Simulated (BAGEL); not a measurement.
# C3H9OP (trimethylphosphine oxide): PBE0/cc-pVDZ (density fitting with cc-pvqz-jkfit)

Aim: the energy change on altering one bond length of C3H9OP (trimethylphosphine oxide) at PBE0/cc-pVDZ (density fitting with cc-pvqz-jkfit), from 2 runs. 

The calculation is run with BAGEL 1.2.2.

5 further runs of the same task are left out: 4 that didn't finish, 1 set aside as unsound or not needed.

### 1 Starting point

C3H9OP: 14 atoms, total charge 0, spin state singlet. As SMILES, `CP(C)(C)=O`. Geometry: relaxed at PBE0-D4/def2-TZVP.

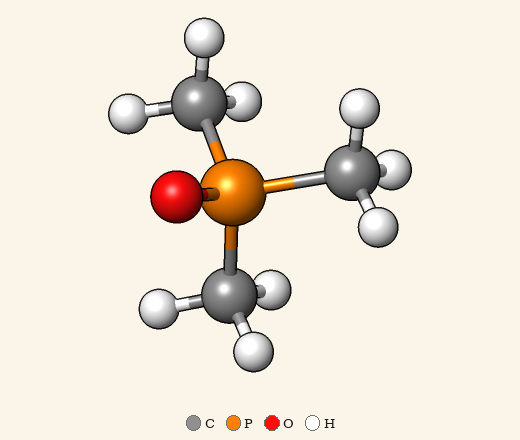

The structure, seen from a chosen angle (carbon grey, phosphorus orange, oxygen red, hydrogen white).

### 2 The energy at PBE0/cc-pVDZ (density fitting with cc-pvqz-jkfit)

input.json

```json
{ "bagel": [

{
  "title": "molecule",
  "basis": "cc-pvdz.json",
  "df_basis": "cc-pvqz-jkfit",
  "angstrom": true,
  "geometry": [
    { "atom": "C", "xyz": [   -1.560160,    0.537920,    0.164450 ] },
    { "atom": "P", "xyz": [    0.175730,    0.472190,   -0.335040 ] },
    { "atom": "C", "xyz": [    1.094970,    0.292190,    1.210830 ] },
    { "atom": "C", "xyz": [    0.356760,   -1.121410,   -1.168590 ] },
    { "atom": "O", "xyz": [    0.605440,    1.626720,   -1.154260 ] },
    { "atom": "H", "xyz": [   -1.726110,    1.450430,    0.739760 ] },
    { "atom": "H", "xyz": [   -1.846910,   -0.326980,    0.765910 ] },
    { "atom": "H", "xyz": [   -2.182300,    0.578660,   -0.731360 ] },
    { "atom": "H", "xyz": [    0.971390,    1.201840,    1.801140 ] },
    { "atom": "H", "xyz": [    2.154810,    0.175080,    0.978000 ] },
    { "atom": "H", "xyz": [    0.754660,   -0.566620,    1.792780 ] },
    { "atom": "H", "xyz": [    0.032960,   -1.952660,   -0.539130 ] },
    { "atom": "H", "xyz": [    1.404970,   -1.259100,   -1.439700 ] },
    { "atom": "H", "xyz": [   -0.236200,   -1.108280,   -2.084780 ] }
  ]
},
{ "title": "ks", "xc_func": "pbe0" },
{ "title": "print", "file": "orbitals.molden", "orbitals": true }

]}
```

The basis set cc-pVDZ is read from a file made from the Basis Set Exchange's data (not shown).

On the command line:

```bash
$ BAGEL_NUM_THREADS=1 BAGEL input.json > input.out
```

Log:

```text
* using 1 threads per process

  ===============================================================
  ===============================================================

  *** Geometry ***

  { "atom" : "C", "xyz" : [     -2.948275,      1.016521,      0.310765 ] },
  { "atom" : "P", "xyz" : [      0.332082,      0.892310,     -0.633134 ] },
  { "atom" : "C", "xyz" : [      2.069193,      0.552159,      2.288137 ] },
  { "atom" : "C", "xyz" : [      0.674179,     -2.119158,     -2.208315 ] },
  { "atom" : "O", "xyz" : [      1.144116,      3.074055,     -2.181235 ] },
  { "atom" : "H", "xyz" : [     -3.261875,      2.740915,      1.397944 ] },
  { "atom" : "H", "xyz" : [     -3.490154,     -0.617903,      1.447360 ] },
  { "atom" : "H", "xyz" : [     -4.123949,      1.093509,     -1.382070 ] },
  { "atom" : "H", "xyz" : [      1.835661,      2.271148,      3.403661 ] },
  { "atom" : "H", "xyz" : [      4.072001,      0.330853,      1.848152 ] },
  { "atom" : "H", "xyz" : [      1.426101,     -1.070757,      3.387863 ] },
  { "atom" : "H", "xyz" : [      0.062285,     -3.689993,     -1.018808 ] },
  { "atom" : "H", "xyz" : [      2.655009,     -2.379354,     -2.720639 ] },
  { "atom" : "H", "xyz" : [     -0.446353,     -2.094346,     -3.939663 ] },

  Number of auxiliary basis functions:     1031

  Since a DF basis is specified, we compute 2- and 3-index integrals:
    o Being stored without compression. Storage requirement is 0.117 GB

  Number of basis functions:      119
  Number of electrons      :       50

    * METHOD: MOLECULE                             1.30

  *** Kohn-Sham DFT ***

    * Removing 28951 points whose weight is below 1.00e-10
    * Grid points: 179733

  === Nuclear Repulsion ===
   261.3425320130

       - DIIS with orbital gradients will be used.

  === KS iteration (pbe0 / cc-pvdz.json) ===
      0       -473.21195260          0.08502639           0.94
      1       -413.34700585          0.14753280           0.93
      2       -434.51158074          0.14251708           0.93
      3       -510.92691035          0.11341326           0.94
      4       -511.18165286          0.12202904           0.93
      5       -534.30569395          0.02927823           0.93
      6       -535.83299265          0.00982531           0.93
      7       -535.92817161          0.00733833           0.93
      8       -535.98475865          0.00123298           0.93
      9       -535.98610938          0.00027875           0.93
     10       -535.98616221          0.00003289           0.93
     11       -535.98616302          0.00001368           0.93
     12       -535.98616312          0.00000755           0.93
     13       -535.98616320          0.00000195           0.93
     14       -535.98616321          0.00000070           0.94
     15       -535.98616321          0.00000014           0.93
     16       -535.98616321          0.00000004           0.93
     17       -535.98616321          0.00000001           0.94
     18       -535.98616321          0.00000000           0.93
    * SCF iteration converged.

    * Permanent dipole moment:
           (    0.461540,     1.239971,    -0.879757) a.u.

    * METHOD: KS                                  19.20

    * METHOD: PRINT                                0.02

  ===============================================================
```

Run time: 21 s. Hardware: 1 thread of Arm Neoverse V2, shared host; peak memory 0.97 GiB.

### 3 The distorted shape, same level

job.json

```json
{ "bagel": [

{
  "title": "molecule",
  "basis": "cc-pvdz.json",
  "df_basis": "cc-pvqz-jkfit",
  "angstrom": "true",
  "geometry": [
    { "atom": "C", "xyz": [   -1.704980,    1.812764,    0.831271 ] },
    { "atom": "P", "xyz": [    0.030910,    1.747034,    0.331781 ] },
    { "atom": "C", "xyz": [    0.950150,    1.567034,    1.877651 ] },
    { "atom": "C", "xyz": [    0.356760,   -1.121410,   -1.168590 ] },
    { "atom": "O", "xyz": [    0.460620,    2.901564,   -0.487439 ] },
    { "atom": "H", "xyz": [   -1.870930,    2.725274,    1.406581 ] },
    { "atom": "H", "xyz": [   -1.991730,    0.947864,    1.432731 ] },
    { "atom": "H", "xyz": [   -2.327120,    1.853504,   -0.064539 ] },
    { "atom": "H", "xyz": [    0.826570,    2.476684,    2.467961 ] },
    { "atom": "H", "xyz": [    2.009990,    1.449924,    1.644821 ] },
    { "atom": "H", "xyz": [    0.609840,    0.708224,    2.459601 ] },
    { "atom": "H", "xyz": [    0.032960,   -1.952660,   -0.539130 ] },
    { "atom": "H", "xyz": [    1.404970,   -1.259100,   -1.439700 ] },
    { "atom": "H", "xyz": [   -0.236200,   -1.108280,   -2.084780 ] }
  ]
},
{
  "title": "ks",
  "xc_func": "pbe0"
},
{
  "title": "print",
  "file": "orbitals.molden",
  "orbitals": "true"
}

]}
```

The basis set cc-pVDZ is read from a file made from the Basis Set Exchange's data (not shown).

On the command line:

```bash
$ BAGEL_NUM_THREADS=1 BAGEL job.json > job.out
```

Log:

```text
* using 1 threads per process

  ===============================================================
  ===============================================================

  *** Geometry ***

  { "atom" : "C", "xyz" : [     -3.221945,      3.425627,      1.570875 ] },
  { "atom" : "P", "xyz" : [      0.058411,      3.301416,      0.626975 ] },
  { "atom" : "C", "xyz" : [      1.795523,      2.961265,      3.548246 ] },
  { "atom" : "C", "xyz" : [      0.674179,     -2.119158,     -2.208315 ] },
  { "atom" : "O", "xyz" : [      0.870446,      5.483161,     -0.921126 ] },
  { "atom" : "H", "xyz" : [     -3.535545,      5.150021,      2.658053 ] },
  { "atom" : "H", "xyz" : [     -3.763824,      1.791203,      2.707469 ] },
  { "atom" : "H", "xyz" : [     -4.397619,      3.502615,     -0.121961 ] },
  { "atom" : "H", "xyz" : [      1.561991,      4.680254,      4.663770 ] },
  { "atom" : "H", "xyz" : [      3.798331,      2.739959,      3.108261 ] },
  { "atom" : "H", "xyz" : [      1.152431,      1.338349,      4.647972 ] },
  { "atom" : "H", "xyz" : [      0.062285,     -3.689993,     -1.018808 ] },
  { "atom" : "H", "xyz" : [      2.655009,     -2.379354,     -2.720639 ] },
  { "atom" : "H", "xyz" : [     -0.446353,     -2.094346,     -3.939663 ] },

  Number of auxiliary basis functions:     1031

  Since a DF basis is specified, we compute 2- and 3-index integrals:
    o Being stored without compression. Storage requirement is 0.117 GB

  Number of basis functions:      119
  Number of electrons      :       50

    * METHOD: MOLECULE                             1.31

  *** Kohn-Sham DFT ***

    * Removing 26436 points whose weight is below 1.00e-10
    * Grid points: 182248

  === Nuclear Repulsion ===
   234.1436531175

       - DIIS with orbital gradients will be used.

  === KS iteration (pbe0 / cc-pvdz.json) ===
      0       -466.82469995          0.08417136           0.94
      1       -270.71321129          0.12862109           0.93
      2       -426.36164157          0.11317204           0.94
      3       -494.12395482          0.11489203           0.94
      4       -521.92425645          0.06303954           0.94
      5       -515.94566719          0.07169454           0.94
      6       -535.14395566          0.02224345           0.94
      7       -530.55175922          0.04837821           0.94
      8       -535.62396306          0.01345237           0.95
      9       -535.83991902          0.00244344           0.95
     10       -535.84509330          0.00091598           0.94
     11       -535.84611310          0.00034602           0.94
     12       -535.84627390          0.00007336           0.95
     13       -535.84627972          0.00001836           0.95
     14       -535.84628008          0.00000492           0.95
     15       -535.84628010          0.00000314           0.95
     16       -535.84628011          0.00000104           0.95
     17       -535.84628011          0.00000031           0.95
     18       -535.84628011          0.00000010           0.95
     19       -535.84628011          0.00000028           0.95
     20       -535.84628011          0.00000002           0.95
     21       -535.84628011          0.00000001           0.95
    * SCF iteration converged.

    * Permanent dipole moment:
           (    0.540463,     0.497079,    -1.254790) a.u.

    * METHOD: KS                                  22.23

    * METHOD: PRINT                                0.02

  ===============================================================
```

Wall time 24 s (1 thread of Arm Neoverse V2, shared host); peak memory 0.99 GiB.

### 4 Summary of results

Level: PBE0/cc-pVDZ (density fitting with cc-pvqz-jkfit).

| quantity | value |
| --- | --- |
| first shape: total energy | -535.98616 Eh |
| first shape: dipole moment | 4.04 D |
| first shape: HOMO energy | -7.09 eV |
| first shape: LUMO energy | 1.33 eV |
| first shape: HOMO–LUMO gap | 8.43 eV |
| distorted shape: total energy | -535.84628 Eh |
| distorted shape: dipole moment | 3.70 D |
| distorted shape: HOMO energy | -5.83 eV |
| distorted shape: LUMO energy | -2.62 eV |
| distorted shape: HOMO–LUMO gap | 3.21 eV |
| energy change with the P2–C4 bond stretched from 1.808 to 3.254 Å | 3.806 eV |

**Reading.** One bond (distorted shape) is far stretched, which a spin-restricted single reference describes badly; a broken-symmetry solution may lie lower. With the P2–C4 bond stretched from 1.808 to 3.254 Å the energy rises by 3.81 eV (367 kJ/mol). The first shape isn't relaxed at this level, so the change isn't measured from a minimum. A restricted reference can't describe the breaking bond well at this length.
